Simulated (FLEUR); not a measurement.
**NiO: magnetism against the volume**

Wanted: the trend of the moments of NiO with the volume.

Program: FLEUR MaX-R8.1. Level of theory: LDA (VWN) with U = 6 eV on Ni d; all-electron FLAPW, Dirac cores, scalar-relativistic bands. Results are calculated unless marked as measured.

**1. Set-up**

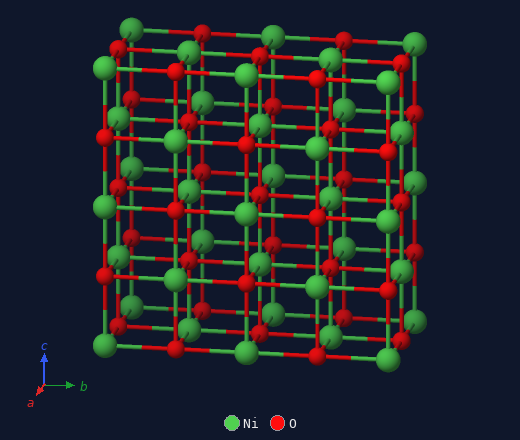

Start, viewed slightly off an axis; nickel green, oxygen red. 1×2×2 cells are drawn. This picture shows the conventional cell, with its axes. Some periodic images of atoms are drawn too.

Coordinates:

```
Ni O
1.0
     0.00000    2.08590    2.08590
     2.08590    0.00000    2.08590
     2.08590    2.08590    0.00000
Ni O
1 1
Direct
  0.00000 0.00000 0.00000
  0.50000 0.50000 0.50000
```

**2. Factor 1, start ferro +**

The scan starts at the cell as given. The U counters the self-interaction that shrinks the moments of a localised shell.

All lengths change alike; the factor is that of the volume. Atoms keep their fractional places. Spheres, Kmax and the mesh are the same at all points, the spheres being those of the tightest cell. inpgen writes inp.xml from crystal.txt; cutoffs, mixing, functional, smearing and local orbitals are then set in the file. The k list default-1 (kpts.xml, not shown) is a Γ-centred 8×8×8 mesh; where the ranks do not divide the number of points, some are split in two of half the weight.

Input file inp.xml:

```
<?xml version="1.0" encoding="UTF-8" standalone="no"?>
<fleurInput fleurInputVersion="0.39">
   <comment>
      NiO
   </comment>
   <calculationSetup>
      <cutoffs Kmax="4.4" Gmax="13.2" GmaxXC="13.2" numbands="0"/>
      <scfLoop itmax="110" minDistance="0.0001" maxIterBroyd="15" imix="Anderson" alpha="0.05" precondParam="0.0" spinf="2.0" sdNocoIR="T"/>
      <coreElectrons ctail="T" frcor="F" kcrel="0" coretail_lmax="0"/>
      <xcFunctional name="vwn" relativisticCorrections="F"/>
      <magnetism jspins="2"/>
      <soc l_soc="F" theta="0.0" phi="0.0" spav="F"/>
      <expertModes spex="0" secvar="F"/>
      <geometryOptimization l_f="F" forcealpha="1.0" forcemix="BFGS" epsdisp="0.00001" epsforce="0.00001"/>
      <ldaU l_linMix="F" mixParam="0.05" spinf="1.0"/>
   </calculationSetup>
   <cell>
      <bzIntegration valenceElectrons="24.0" mode="hist" fermiSmearingEnergy="0.00183747">
         <kPointListSelection listName="default-1"/>
         <xi:include xmlns:xi="http://www.w3.org/2001/XInclude" href="kpts.xml"> </xi:include>
      </bzIntegration>
      <xi:include xmlns:xi="http://www.w3.org/2001/XInclude" href="sym.xml"> </xi:include>
      <bulkLattice scale="1.0">
         <bravaisMatrix>
            <row-1>    0.0000000000000000     3.9417828250996005     3.9417828250996005</row-1>
            <row-2>    3.9417828250996005     0.0000000000000000     3.9417828250996005</row-2>
            <row-3>    3.9417828250996005     3.9417828250996005     0.0000000000000000</row-3>
         </bravaisMatrix>
      </bulkLattice>
   </cell>
   <atomSpecies>
      <species name="Nickel (Ni2.000" element="Ni" atomicNumber="28">
         <mtSphere radius="2.35" gridPoints="777" logIncrement="0.016"/>
         <atomicCutoffs lmax="8" lnonsphr="6"/>
         <electronConfig flipSpins="F">
            <coreConfig>(1s1/2) (2s1/2) (2p1/2) (2p3/2)</coreConfig>
            <valenceConfig>(3s1/2) (3p1/2) (3p3/2) (4s1/2) (3d3/2) (3d5/2)</valenceConfig>
            <stateOccupation state="(3d3/2)" spinUp="2.0" spinDown="1.2"/>
            <stateOccupation state="(3d5/2)" spinUp="3.0" spinDown="1.8"/>
         </electronConfig>
         <energyParameters s="4" p="4" d="3" f="4"/>
         <ldaU l="2" U="6.0" J="0.0" l_amf="F"/>
         <lo type="SCLO" l="0" n="3" eDeriv="0"/>
         <lo type="SCLO" l="1" n="3" eDeriv="0"/>
      </species>
      <species name="Oxygen (O)" element="O" atomicNumber="8">
         <mtSphere radius="1.33" gridPoints="441" logIncrement="0.024"/>
         <atomicCutoffs lmax="6" lnonsphr="4"/>
         <electronConfig flipSpins="F">
            <coreConfig>(1s1/2)</coreConfig>
            <valenceConfig>(2s1/2) (2p1/2) (2p3/2)</valenceConfig>
            <stateOccupation state="(2p1/2)" spinUp="0.666667" spinDown="0.666667"/>
            <stateOccupation state="(2p3/2)" spinUp="1.333333" spinDown="1.333333"/>
         </electronConfig>
         <energyParameters s="2" p="2" d="3" f="4"/>
      </species>
   </atomSpecies>
   <atomGroups>
      <atomGroup species="Nickel (Ni2.000">
         <relPos label="                   1">.0000000000 .0000000000 .0000000000</relPos>
         <force calculate="T" relaxXYZ="TTT"/>
      </atomGroup>
      <atomGroup species="Oxygen (O)">
         <relPos label="                   2">1.000/2.000 1.000/2.000 1.000/2.000</relPos>
         <force calculate="T" relaxXYZ="TTT"/>
      </atomGroup>
   </atomGroups>
   <output dos="F" band="F" slice="F">
      <bandDOS minEnergy="-.5*Htr" maxEnergy="0.5*Htr" sigma="0.015" storeEVData="T"/>
      <plotting iplot="0" polar="F">
         <plot TwoD="T" vec1="  1.0  0.0  0.0" vec2="  0.0  1.0  0.0" vec3="  0.0  0.0  1.0" zero="  0.0  0.0  0.0" file="plot"/>
      </plotting>
      <moessbauerParams electricFieldGradient="F" isomerShift="F" coreHyperfine="F" valenceHyperfine="F"/>
   </output>
</fleurInput>
```

Input file crystal.txt:

```
NiO
&input film=F cartesian=F /
0.00000000000  2.08590164140  2.08590164140
2.08590164140  0.00000000000  2.08590164140
2.08590164140  2.08590164140  0.00000000000
1.8897261246
1.0 1.0 1.0

2
28 0.00000000000  0.00000000000  0.00000000000 : 2.000
8 0.50000000000  0.50000000000  0.50000000000

&kpt div1=8 div2=8 div3=8 gamma=T /
```

The run is started by

```
> OMP_NUM_THREADS=1 inpgen -f crystal.txt > inpgen.log  # inp.xml is then edited as shown
> OMP_NUM_THREADS=1 mpirun -n 8 fleur_MPI > fleur.log
```

The log of the run:

```text
Welcome to FLEUR        (www.flapw.de)
      MaX-Release 8.1          (www.max-centre.eu)

 ========== k-point set info ==========
 Selected k-point list: default-1
 k-point list type: mesh
 0 x 0 x 0
 Number of k points: 32

 ------------Calculation Setup---------------------------
 Number of MPI-tasks      :            8
 Number of PE/node        :            8
 Number of OMP-threads    :            1
 k-points in parallel     :            8
 pe's per k-point         :            1
 No of k-point loops      :            4
 Eigenvalue solver        :       lapack
 Number of basis functions:          202
 Approximate size of matrices (H+S) per k-point:         0.001 GB
 --------------------------------------------------------
 no density matrix found ... skipping LDA+U
 Reset of history
 Iteration:     1   Distance:      28.42412915 me/bohr^3
 Iteration:     2   Distance:      37.92332855 me/bohr^3
 Iteration:     3   Distance:      35.83509203 me/bohr^3
 Iteration:     4   Distance:      18.66822410 me/bohr^3
 Iteration:     5   Distance:       9.94390121 me/bohr^3
 Iteration:     6   Distance:       8.36948452 me/bohr^3
 Iteration:     7   Distance:       1.34011827 me/bohr^3
 Iteration:     8   Distance:       0.99410535 me/bohr^3
 Iteration:     9   Distance:       0.16755126 me/bohr^3
 Iteration:    10   Distance:       0.23781261 me/bohr^3
 Iteration:    11   Distance:       0.04385372 me/bohr^3
 Iteration:    12   Distance:       0.04164801 me/bohr^3
 Iteration:    13   Distance:       0.01489150 me/bohr^3
 Iteration:    14   Distance:       0.00190889 me/bohr^3
 Iteration:    15   Distance:       0.00112049 me/bohr^3
 Iteration:    16   Distance:       0.00011073 me/bohr^3
 Iteration:    17   Distance:       0.00009047 me/bohr^3

 ********************************************************************
 Run finished successfully
 Stop message:
   all done
 ********************************************************************

--- out.xml (last complete iteration) ---
<iteration numberForCurrentRun="   17" overallNumber="   17">
         [... left out ...]
         <bandgap value="1.7636572763" units="eV"/>
         <sumValenceSingleParticleEnergies value="-18.0662194934" units="Htr"/>
         <FermiEnergy value="0.2773664358" units="Htr"/>
         <valenceDensity>
            <mtCharges spin="1">
               <mtCharge atomType="1" total="9.3912037" s="1.1765047" p="3.2098966" d="4.9496697" f="0.0402788"/>
               <mtCharge atomType="2" total="2.1968640" s="0.6589003" p="1.5347452" d="0.0028311" f="0.0003294"/>
            </mtCharges>
            <mtCharges spin="2">
               <mtCharge atomType="1" total="7.6346748" s="1.1649249" p="3.1960093" d="3.2230437" f="0.0375974"/>
               <mtCharge atomType="2" total="2.0014989" s="0.6362143" p="1.3634124" d="0.0015905" f="0.0002387"/>
            </mtCharges>
            <spinDependentCharge spin="1" total="13.0000000" interstitial="1.4119323" mtSpheres="11.5880677"/>
            <spinDependentCharge spin="2" total="11.0000000" interstitial="1.3638263" mtSpheres="9.6361737"/>
            <totalCharge value="24.0000000000"/>
         </valenceDensity>
         [... left out ...]
         <magneticMomentsInMTSpheres units="muBohr">
            <globalMagMoment atomType="1" vec="0.00000   0.00000   1.75653"/>
            <localMagMoment atomType="1" vec="0.00000   0.00000   1.75653"/>
            <globalMagMoment atomType="2" vec="0.00000   0.00000   0.19537"/>
            <localMagMoment atomType="2" vec="0.00000   0.00000   0.19537"/>
         </magneticMomentsInMTSpheres>
         [... left out ...]
         <totalEnergy value="    -1593.1033127281" units="Htr">
            <sumOfEigenvalues value="     -908.7495608840">
               <coreElectrons value="-890.6833413906"/>
               <valenceElectrons value="-18.0662194934"/>
            </sumOfEigenvalues>
            <densityCoulombPotentialIntegral value="-2432.6409329228"/>
            <densityEffectivePotentialIntegral value="-2524.2225366877"/>
            <chargeDenXCDenIntegral value="-69.2107662571"/>
            <FockExchangeEnergyValence value="0.0000000000"/>
            <FockExchangeEnergyCore value="0.0000000000"/>
         [... left out ...]
            <dftUCorrection value="-0.8554066964"/>
            <tkbTimesEntropy value="0.0000000000"/>
            <freeEnergy value="-1593.1033127281"/>
            <extrapolationTo0K value="-1593.1033127281"/>
         </totalEnergy>
         [... left out ...]
         <ldaUDensityMatrixConvergence>
            <distance spin="1" distance="0.000000"/>
            <distance spin="2" distance="0.000001"/>
         </ldaUDensityMatrixConvergence>
         <densityConvergence units="me/bohr^3">
            <chargeDensity spin="1" distance="0.0000640249"/>
            <chargeDensity spin="2" distance="0.0000517254"/>
            <overallChargeDensity distance="0.0000904658"/>
            <spinDensity distance="0.0000732484"/>
         </densityConvergence>
      </iteration>
```

Run time: 6.9 s. Hardware: 8 MPI ranks of Arm Neoverse N1, shared host; peak memory 0.34 GiB; 55 s of CPU time.

Spin moment in the muffin-tin sphere by atom:

| atom | spin moment in the muffin-tin sphere (μB) |
| --- | --- |
| Ni1 | 1.76 |
| O2 | 0.20 |

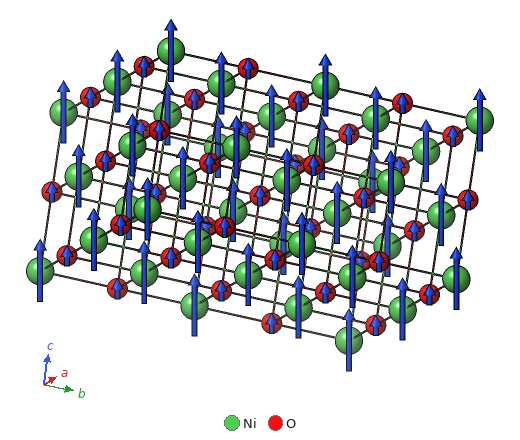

Spin moment in the muffin-tin sphere as arrows, the longest 1.76 μB. Up and down stand for the sign. Arrows give size and sign along the axis of quantisation, drawn up and down the page. Each arrow also spans its atom, so small moments look longer than they are. 2×2×1 conventional cells are drawn. Some periodic images of atoms are drawn too.

Numbers from this step:

```yaml
free_energy: -43350.5496 eV
program_s_band_gap_on_this_mesh_in_a_metal_only_a_level_spacing: 1.764 eV
magnetization: 2 μB
final_state: ferromagnetic
```

After 17 cycles the largest moment stands at 1.76 μB.

**3. Factor 1, start antiferro q=(0,0,1/2) +-**

The k list default-1 (kpts.xml, not shown) is a Γ-centred 8×8×4 mesh.

Edit inp.xml of step 2 so:

```diff
@@ -17,3 +17,3 @@
    <cell>
-      <bzIntegration valenceElectrons="24.0" mode="hist" fermiSmearingEnergy="0.00183747">
+      <bzIntegration valenceElectrons="48.0" mode="hist" fermiSmearingEnergy="0.00183747">
          <kPointListSelection listName="default-1"/>
@@ -26,3 +26,3 @@
             <row-2>    3.9417828250996005     0.0000000000000000     3.9417828250996005</row-2>
-            <row-3>    3.9417828250996005     3.9417828250996005     0.0000000000000000</row-3>
+            <row-3>    7.8835656501992011     7.8835656501992011     0.0000000000000000</row-3>
          </bravaisMatrix>
@@ -39,2 +39,16 @@
             <stateOccupation state="(3d5/2)" spinUp="3.0" spinDown="1.8"/>
+         </electronConfig>
+         <energyParameters s="4" p="4" d="3" f="4"/>
+         <ldaU l="2" U="6.0" J="0.0" l_amf="F"/>
+         <lo type="SCLO" l="0" n="3" eDeriv="0"/>
+         <lo type="SCLO" l="1" n="3" eDeriv="0"/>
+      </species>
+      <species name="Nickel (Ni-2.000" element="Ni" atomicNumber="28">
+         <mtSphere radius="2.35" gridPoints="777" logIncrement="0.016"/>
+         <atomicCutoffs lmax="8" lnonsphr="6"/>
+         <electronConfig flipSpins="F">
+            <coreConfig>(1s1/2) (2s1/2) (2p1/2) (2p3/2)</coreConfig>
+            <valenceConfig>(3s1/2) (3p1/2) (3p3/2) (4s1/2) (3d3/2) (3d5/2)</valenceConfig>
+            <stateOccupation state="(3d3/2)" spinUp="1.2" spinDown="2.0"/>
+            <stateOccupation state="(3d5/2)" spinUp="1.8" spinDown="3.0"/>
          </electronConfig>
@@ -62,4 +76,9 @@
       </atomGroup>
+      <atomGroup species="Nickel (Ni-2.000">
+         <relPos label="                   2">.0000000000 .0000000000 1.000/2.000</relPos>
+         <force calculate="T" relaxXYZ="TTT"/>
+      </atomGroup>
       <atomGroup species="Oxygen (O)">
-         <relPos label="                   2">1.000/2.000 1.000/2.000 1.000/2.000</relPos>
+         <relPos label="                   3">1.000/2.000 1.000/2.000 1.000/4.000</relPos>
+         <relPos label="                   4">1.000/2.000 1.000/2.000 -1.000/4.000</relPos>
          <force calculate="T" relaxXYZ="TTT"/>
```

Input file crystal.txt:

```
NiO
&input film=F cartesian=F /
0.00000000000  2.08590164140  2.08590164140
2.08590164140  0.00000000000  2.08590164140
4.17180328280  4.17180328280  0.00000000000
1.8897261246
1.0 1.0 1.0

4
28 0.00000000000  0.00000000000  0.00000000000 : 2.000
28 0.00000000000  0.00000000000  0.50000000000 : -2.000
8 0.50000000000  0.50000000000  0.25000000000
8 0.50000000000  0.50000000000  0.75000000000

&kpt div1=8 div2=8 div3=4 gamma=T /
```

The log of the run:

```text
[banner, memory and clock lines left out]
Welcome to FLEUR        (www.flapw.de)
      MaX-Release 8.1          (www.max-centre.eu)

 ========== k-point set info ==========
 Selected k-point list: default-1
 k-point list type: mesh
 0 x 0 x 0
 Number of k points: 80

 [... set-up left out ...]
 no density matrix found ... skipping LDA+U
 Reset of history
 Iteration:     1   Distance:      34.76372824 me/bohr^3
 Iteration:     2   Distance:      37.72860203 me/bohr^3
 Iteration:     3   Distance:      35.10937752 me/bohr^3
 Iteration:     4   Distance:      18.02556065 me/bohr^3
 Iteration:     5   Distance:      13.43834329 me/bohr^3
 Iteration:     6   Distance:       8.92429331 me/bohr^3
 Iteration:     7   Distance:       1.55511033 me/bohr^3
 Iteration:     8   Distance:       1.24286139 me/bohr^3
[... lines left out ...]
 Iteration:    18   Distance:       0.00467699 me/bohr^3
 Iteration:    19   Distance:       0.00323921 me/bohr^3
 Iteration:    20   Distance:       0.00133513 me/bohr^3
 Iteration:    21   Distance:       0.00032586 me/bohr^3
 Iteration:    22   Distance:       0.00021073 me/bohr^3
 Iteration:    23   Distance:       0.00002209 me/bohr^3

 ********************************************************************
 Run finished successfully
 Stop message:
   all done
 ********************************************************************

--- out.xml (last complete iteration) ---
<iteration numberForCurrentRun="   23" overallNumber="   23">
         [... left out ...]
         <bandgap value="3.1183591305" units="eV"/>
         <sumValenceSingleParticleEnergies value="-36.0339386447" units="Htr"/>
         <FermiEnergy value="0.2532870596" units="Htr"/>
         [... left out ...]
         <magneticMomentsInMTSpheres units="muBohr">
            <globalMagMoment atomType="1" vec="0.00000   0.00000   1.66095"/>
            <globalMagMoment atomType="2" vec="0.00000   0.00000  -1.66095"/>
            <globalMagMoment atomType="3" vec="0.00000   0.00000   0.00000"/>
         </magneticMomentsInMTSpheres>
         [... left out ...]
         <totalEnergy value="    -3186.2148582855" units="Htr">
            <sumOfEigenvalues value="    -1817.3340188796">
               <coreElectrons value="-1781.3000802349"/>
               <valenceElectrons value="-36.0339386447"/>
            </sumOfEigenvalues>
         [... left out ...]
            <freeEnergy value="-3186.2148582855"/>
            <extrapolationTo0K value="-3186.2148582855"/>
         </totalEnergy>
         [... left out ...]
         <ldaUDensityMatrixConvergence>
            <distance spin="1" distance="0.000001"/>
            <distance spin="2" distance="0.000001"/>
         </ldaUDensityMatrixConvergence>
         <densityConvergence units="me/bohr^3">
            <chargeDensity spin="1" distance="0.0000152185"/>
            <chargeDensity spin="2" distance="0.0000149765"/>
            <overallChargeDensity distance="0.0000205857"/>
            <spinDensity distance="0.0000220913"/>
         </densityConvergence>
      </iteration>
```

It took 52 s on 8 MPI ranks; peak memory 0.52 GiB.

Spin moment in the muffin-tin sphere by atom:

| atom | spin moment in the muffin-tin sphere (μB) |
| --- | --- |
| Ni1 | 1.66 |
| Ni2 | -1.66 |
| O3 | 0.00 |
| O4 | 0.00 |

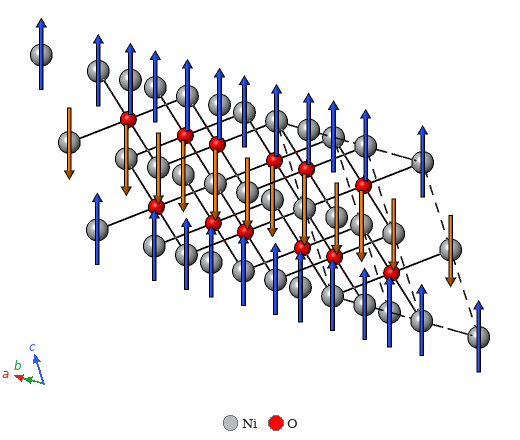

Spin moment in the muffin-tin sphere as arrows, the longest 1.66 μB. Up and down stand for the sign. Arrows give size and sign along the axis of quantisation, drawn up and down the page. The two directions have two colours. Bonds to atoms that aren't drawn are left out. 3×2×1 cells are drawn. Some periodic images of atoms are drawn too.

Numbers from this step:

| Quantity | Value |
| --- | --- |
| free energy | -86701.3232 eV |
| program's band gap on this mesh (in a metal only a level spacing) | 3.118 eV |
| magnetization | 0 μB |
| final state | antiferromagnetic |

After 23 cycles the largest moment stands at 1.66 μB.

(Part 1 of 2 ends here.)

[Logs and program files are shortened in this print: banners, set-up blocks, solver, clock and traceback lines can be left out without a mark of their own.]

[Logs are printed without paths, hosts, clocks, repeated set-up lines and the standing remarks that a program may print on its own settings, such as how far it seeks lower states.]

[Hosts, paths, dates, database ids (printed as entryN), source tags and the programs' standing remarks are cut or masked in the printed files.]

[Where a cell is said to come from a database of computed structures, the database is the Materials Project.]
